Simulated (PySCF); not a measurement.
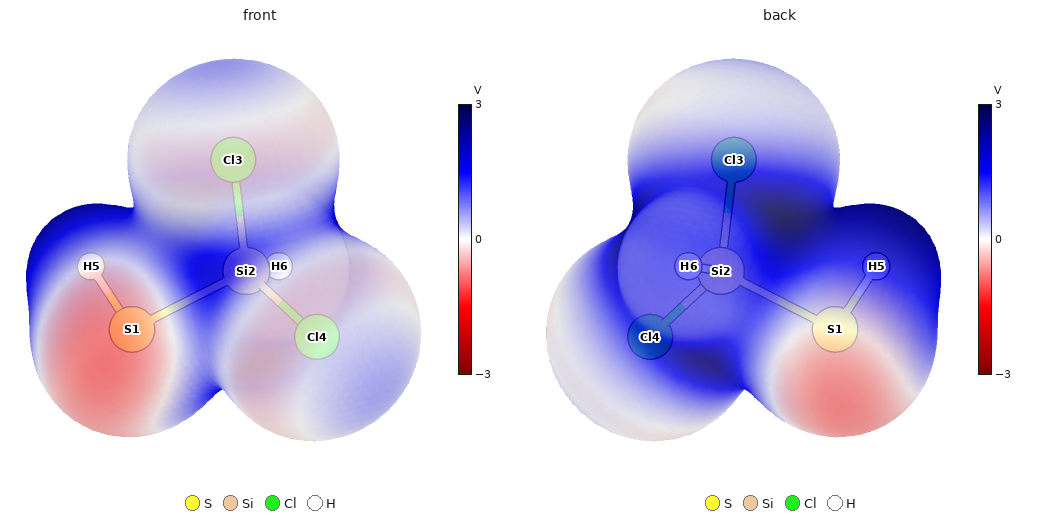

Figure 1: Cl2H2SSi (SMILES S[SiH](Cl)Cl). The electrostatic potential painted on the density surface at 0.004 e/bohr³, seen from the front and from behind; red is negative and blue positive.

Geometry: GFN2-xTB.

Computed with wB97X-D/pcSseg-1, SCF density, in a chloroform solvent model, non-relativistic in PySCF.

The calculation's input:

```
{"job": {"xc": "wB97X-D", "basis": "pcSseg-1", "solvent": "chloroform", "kind": "nmr", "pop": true}, "charge": 0, "multiplicity": 1}
S      1.426935    -0.674522    -0.679655
Si    -0.453699    -0.087044     0.190101
Cl    -0.793108     1.868139    -0.161763
Cl    -1.882289    -1.225162    -0.629174
H      2.090777     0.428038    -0.363457
H     -0.385494    -0.307458     1.622374
```

Run with:

```sh
OMP_NUM_THREADS=1 python ens_run.py task.json out
```

**Which sites attract a positive test charge, and which a negative one?**

A positive charge is drawn to the negative regions and a negative charge to the positive ones. The most negative region (about −0.9 V) lies over S1, the most positive (about +2.9 V) over Si2. Cl3 shows a σ-hole: about +0.6 V at the tip opposite its bond, against about +0.1 V on its flanks. Cl4 shows a σ-hole: about +0.6 V at the tip opposite its bond, against about 0.0 V on its flanks.

**What dipole moment does the calculation give?**

Its dipole moment is 1.89 D.
